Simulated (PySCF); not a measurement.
C4H10Si (SiHMe2(vinyl))

Input file:

```
{"job": {"kind": "nmr", "xc": "PBE0", "basis": "pcSseg-1"}, "charge": 0, "multiplicity": 1}
Si     0.168009     0.278112     0.343442
H      0.158890     0.239477     1.842806
C      1.943487     0.260057    -0.280044
H      2.472316    -0.644178     0.057471
H      2.499052     1.138466     0.084647
H      1.970007     0.277700    -1.381382
C     -0.701648     1.835248    -0.256940
H     -0.164474     2.739901     0.068886
H     -1.729798     1.888234     0.132424
H     -0.754362     1.851550    -1.357329
C     -0.746758    -1.245244    -0.254749
C     -1.276903    -2.167557     0.557172
H     -0.858704    -1.396400    -1.338221
H     -1.206320    -2.081713     1.647992
H     -1.805554    -3.049755     0.177843
```

Run with:

```sh
OMP_NUM_THREADS=1 python probes_run.py task.json out
```

Geometry: PBE0-D3(BJ)/def2-SVP.

Level of theory: PBE0/pcSseg-1, SCF density, gas phase, non-relativistic (PySCF 2.14.0).

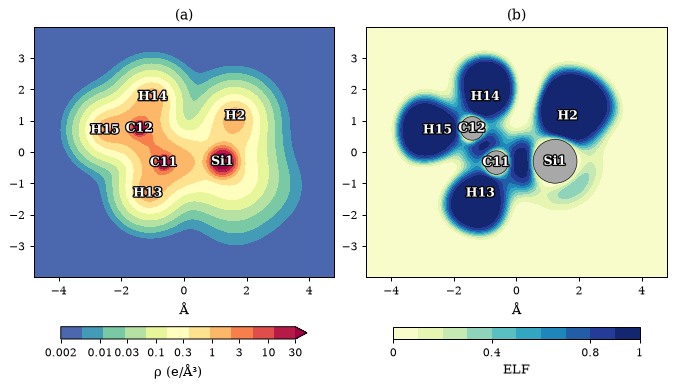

Figure 1. (a) total electron density; (b) electron localisation function on the plane of atoms H14, C12 and H15. Grey discs cover the atomic cores in the ELF map.

### What does the map show?

The section cuts through Si, H and C sites. C–C (1.34 Å): ρ at the midpoint is about 2.2 e/Å³; the ELF peaks at about 0.90 between the atoms; a short, multiple covalent bond. C–Si (1.87 Å): ρ is about 0.95 e/Å³ halfway; the ELF peaks at about 0.95 between the atoms, as expected for a covalent bond. C–H (1.10 Å): ρ at the midpoint is about 2 e/Å³; the ELF climbs to about 1 towards the hydrogen, as it does in any bond to H: an ordinary covalent bond to hydrogen. Si–H (1.50 Å): ρ is about 0.76 e/Å³ halfway; the ELF climbs to about 1 towards the hydrogen.

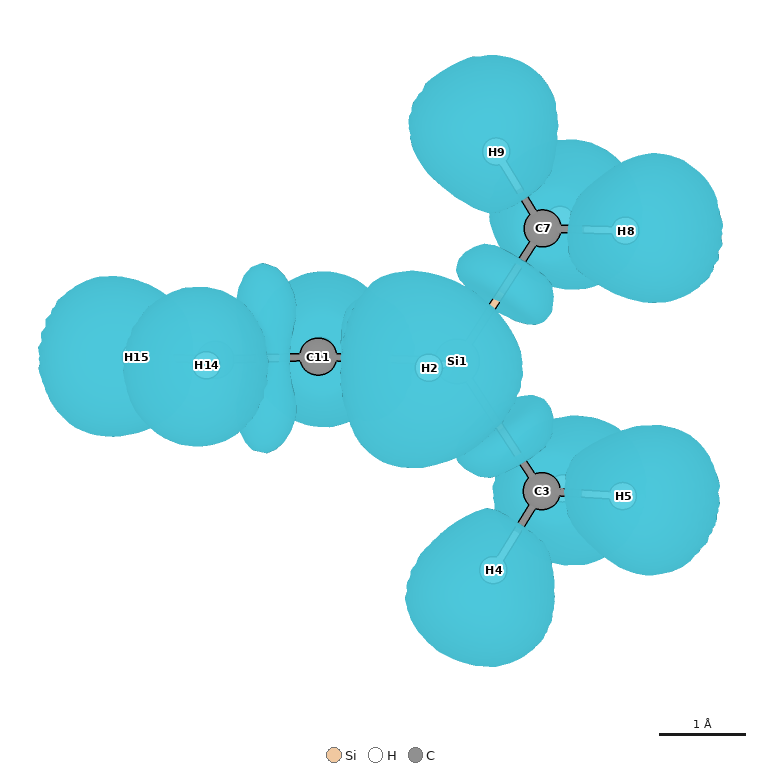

Figure 2. Isosurface of the ELF at 0.8 (cyan), seen across its widest extent. Core shells and regions of very low density are left out.

### Identify the bonds, lone pairs and shells in this picture.

At this value the surface marks out one region between bonded C–C atoms (shared pairs), three regions between bonded C–Si atoms (shared pairs) and ten regions around hydrogen nuclei.

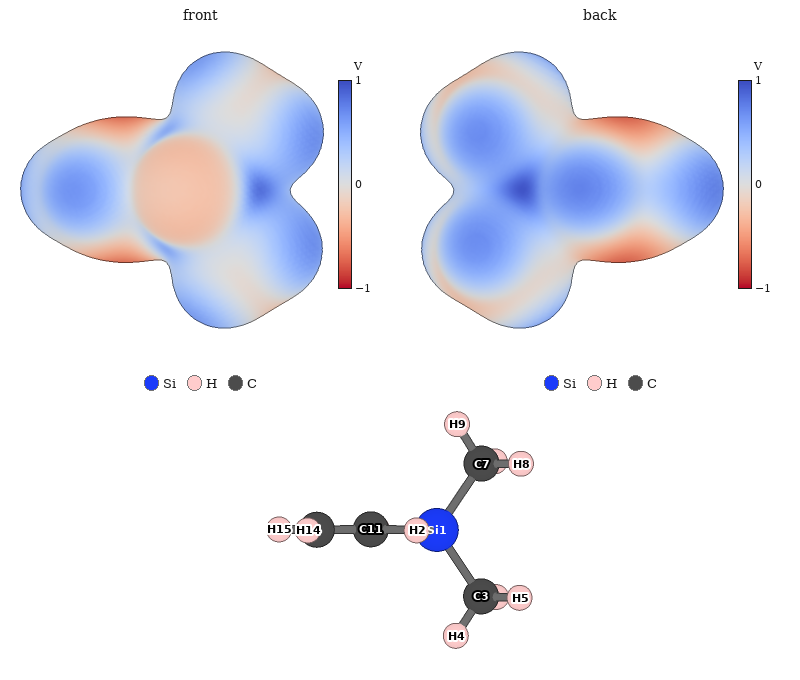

Figure 3. The molecular electrostatic potential painted on the density surface at 0.002 e/bohr³, seen from the front and from behind; red is negative and blue positive. The bare structure is drawn below in the same view.

### Which sites attract a positive test charge, and which a negative one?

A positive charge is drawn to the negative regions and a negative charge to the positive ones. The most negative region (about −0.7 V) lies over the π face of C11 and C12, the most positive (about +0.8 V) over Si1.

### What dipole moment does the calculation give?

Its dipole moment is 0.50 D.
